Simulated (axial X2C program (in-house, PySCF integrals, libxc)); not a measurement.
# Linear BrGeBr at several levels

How do method and spin–orbit coupling move the bonds and stretches of BrGeBr, held linear?

Computed with an in-house X2C program for linear molecules on PySCF integrals. Level: all-electron X2C, two-component (2c) or spin-free, Br dyall-av3z, Ge dyall-v3z.

All values are calculated.

2 further runs of the same task are left out: 2 set aside as unsound or not needed.

## 1. Input

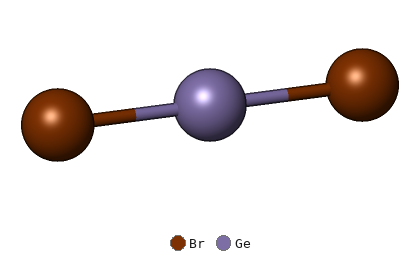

The atoms on one line, bonds 2.350 and 2.350 Å (bromine brown, germanium purple).

task.json reads:

```json
{"zs": [35, 32, 35], "q": 0, "bas": ["dyall-av3z", "dyall-v3z", "dyall-av3z"], "r0": [2.35, 2.35], "symm": 1, "scan": ["PBE0", "HF", "TPSSh"], "levels": ["PBE0", "HF", "B3LYP"], "nst": 2}
```

Keys: zs atomic numbers; q charge; bas basis sets; r0 starting distance in Å; symm equal bonds; scan levels of the two-bond scan (MP2 follows by itself at each HF point); levels methods; nst determinants followed.

On the command line:

```
$ python solin.py task.json out
```

Masses Br 78.918, Ge 73.921, Br 78.918 u.

## 2. Scan at PBE0, 2c

State: Ω = 0 (all partner blocks equally filled). Energies above the lowest point, from the job's result record:

| r(Br–Ge) (Å) | r(Ge–Br) (Å) | E (meV) |
| --- | --- | --- |
| 2.4112 | 2.4112 | 38.29 |
| 2.4112 | 2.4730 | 14.32 |
| 2.4112 | 2.5348 | 20.17 |
| 2.4730 | 2.4112 | 14.32 |
| 2.4730 | 2.4730 | 0.00 |
| 2.4730 | 2.5348 | 14.92 |
| 2.4730 | 2.5966 | 53.12 |
| 2.5348 | 2.4112 | 20.17 |
| 2.5348 | 2.4730 | 14.92 |
| 2.5348 | 2.5348 | 38.38 |
| 2.5966 | 2.4730 | 53.12 |
| 2.5966 | 2.5966 | 138.29 |

A quadratic surface with cubic terms in each bond gives the minimum at 2.471 and 2.471 Å, force constants 1.22, 1.22 and coupling 0.36 mdyn/Å.

## 3. Scan at HF, 2c

State: Ω = 0 (all partner blocks equally filled). Energies above the lowest point, from the job's result record:

| r(Br–Ge) (Å) | r(Ge–Br) (Å) | E (meV) |
| --- | --- | --- |
| 2.4112 | 2.4112 | 104.08 |
| 2.4112 | 2.4730 | 50.75 |
| 2.4112 | 2.5348 | 27.66 |
| 2.4730 | 2.4112 | 50.75 |
| 2.4730 | 2.4730 | 10.60 |
| 2.4730 | 2.5348 | 0.00 |
| 2.4730 | 2.5966 | 13.09 |
| 2.5348 | 2.4112 | 27.66 |
| 2.5348 | 2.4730 | 0.00 |
| 2.5348 | 2.5348 | 1.26 |
| 2.5966 | 2.4730 | 13.09 |
| 2.5966 | 2.5966 | 60.49 |

A quadratic surface with cubic terms in each bond gives the minimum at 2.512 and 2.512 Å, force constants 1.07, 1.07 and coupling 0.50 mdyn/Å.

## 4. Scan at TPSSh, 2c

State: Ω = 0 (all partner blocks equally filled). Energies above the lowest point, from the job's result record:

| r(Br–Ge) (Å) | r(Ge–Br) (Å) | E (meV) |
| --- | --- | --- |
| 2.4112 | 2.4112 | 49.81 |
| 2.4112 | 2.4730 | 20.19 |
| 2.4112 | 2.5348 | 20.29 |
| 2.4730 | 2.4112 | 20.19 |
| 2.4730 | 2.4730 | 0.00 |
| 2.4730 | 2.5348 | 8.96 |
| 2.4730 | 2.5966 | 41.18 |
| 2.5348 | 2.4112 | 20.29 |
| 2.5348 | 2.4730 | 8.96 |
| 2.5348 | 2.5348 | 26.24 |
| 2.5966 | 2.4730 | 41.18 |
| 2.5966 | 2.5966 | 113.53 |

A quadratic surface with cubic terms in each bond gives the minimum at 2.481 and 2.481 Å, force constants 1.18, 1.18 and coupling 0.35 mdyn/Å.

## 5. The levels side by side

| level | r(Br–Ge) (Å) | r(Ge–Br) (Å) | lower stretch (cm⁻¹) | upper stretch (cm⁻¹) |
| --- | --- | --- | --- | --- |
| PBE0, 2c | 2.471 | 2.471 | 184.1 | 241.0 |
| HF, 2c | 2.512 | 2.512 | 183.7 | 197.3 |
| TPSSh, 2c | 2.481 | 2.481 | 181.0 | 236.3 |
| MP2, 2c | 2.455 | 2.455 | 188.5 | 252.3 |
| PBE0, spin-free | 2.470 | 2.470 | 184.4 | 241.3 |
| HF, spin-free | 2.511 | 2.511 | 183.9 | 197.5 |
| TPSSh, spin-free | 2.480 | 2.480 | 181.4 | 236.6 |
| MP2, spin-free | 2.454 | 2.454 | 188.7 | 252.4 |

Scans not shown above were run alike.

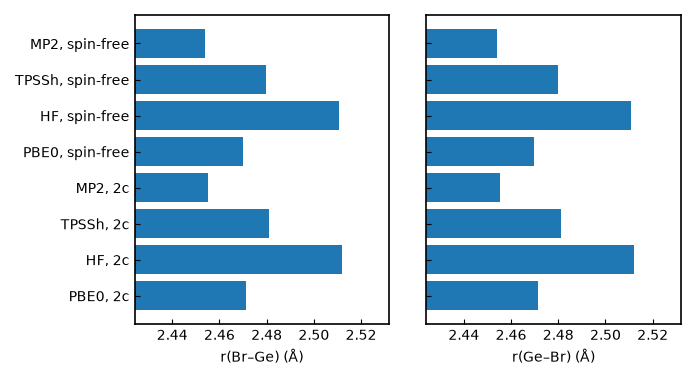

The two bond lengths by level.

What this shows: Over the levels the Br–Ge bond spans 2.454 to 2.512 Å and the Ge–Br bond 2.454 to 2.512 Å. At PBE0 going from spin-free to two-component moves the bonds by +0.001 and +0.001 Å. Each state is one determinant, the lowest of a limited PBE0 search; the stretches come from a fit to few points and are good to some per cent at best. The upper stretch spreads by more than a fifth over the levels, so it depends strongly on the method. The stretches are sorted by size, and where the two bonds are alike the symmetric and antisymmetric modes can swap order between levels. MP2 freezes inner shells (threshold -2 hartree). The molecule was held linear; bending was not examined, so a bent shape may lie lower.
